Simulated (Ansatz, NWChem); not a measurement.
# CsI (SMILES [I][Cs]): the vertical ionisation energy, rung by rung

The species is CsI (2 atoms), meant as a singlet with charge 0. As SMILES, `[I][Cs]`. Geometry: the measured bond length.

```xyz
2

I     0.0000    0.0000    0.0000
Cs    0.0000    0.0000    3.3152
```

Each level gives the vertical ionisation energy (to the doublet cation) (eV). The values are calculated.

| level | kind | program | value (eV) | CPU time (all runs) |
| --- | --- | --- | --- | --- |
| HF/def2-TZVP (core potential) | Hartree–Fock | Ansatz | 6.52 | 8.1 s |
| revPBE/def2-TZVP (core potential) | GGA | NWChem | 7.48 | 66 s |
| r2SCAN/def2-TZVP (core potential) | meta-GGA | Ansatz | 7.57 | 2.2 min |
| r2SCAN0/def2-TZVP (core potential) | hybrid meta-GGA | Ansatz | 7.55 | 1.9 min |
| HSE06/def2-TZVP (core potential) | range-separated hybrid | Ansatz | 7.55 | 74 s |
| B2PLYP/def2-TZVP (core potential) | double hybrid | Ansatz | 7.49 | 82 s |
| MP2/def2-TZVP (core potential) | perturbation theory | Ansatz | 7.47 | 12 s |
| BCCD(T)/def2-TZVP (core potential) | coupled cluster or CI | Ansatz | 7.36 | 46 s |
| CCSD/def2-TZVP (core potential) | coupled cluster or CI | Ansatz | 7.29 | 28 s |

Spin-orbit coupling, which can split open shells on such heavy atoms by tenths of an eV, is left out. The values span 6.52 to 7.57 eV. In the correlated wave-function rows the outer d shell of I is correlated, in sets not made for it. CPU times are rough (shared hosts, several kinds of processor): they show what a rung costs within a factor of a few.

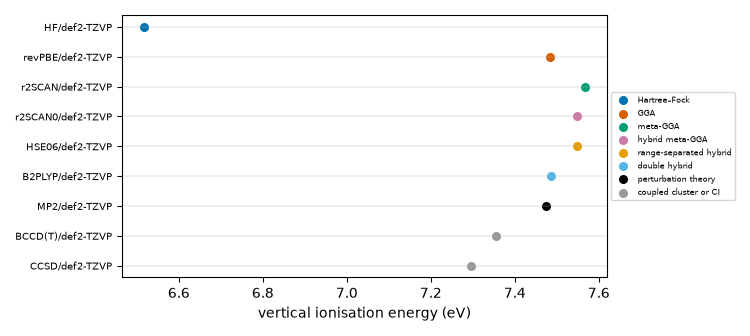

The values of the table, level by level.
